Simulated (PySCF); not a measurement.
In(OH)3(NH3), H6InNO3, singlet, B3LYP/def2-SVP optimised geometry. Atoms within 1.6 Å of the plane z = 0.0 Å (x, y, z in Å): In1 (-0.98, -0.90, 0.00), O6 (-1.19, 1.12, 0.00), H7 (-1.71, 1.41, 0.76), N8 (1.36, -0.90, 0.00), H9 (1.71, 0.06, 0.04), H10 (1.71, -1.35, -0.85), H11 (1.70, -1.41, 0.81).

Level of theory: B3LYP/def2-TZVP, def2 effective core potentials past Kr (PySCF). The core electrons that the potentials of In replace are not part of the density. Cells within 0.4 Å of a nucleus heavier than hydrogen are left out (blank, or x).

Map of the LUMO amplitude (bohr^(-3/2)) on the plane z = 0.0 Å; orbital energy -1.34 eV, overall sign arbitrary:

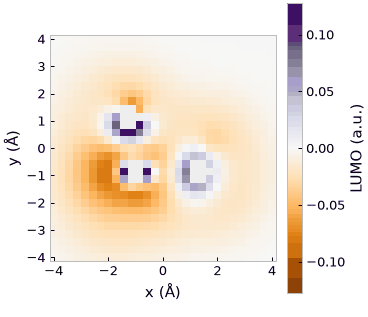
*LUMO amplitude (bohr^(-3/2)) on the plane z = 0.0 Å.*
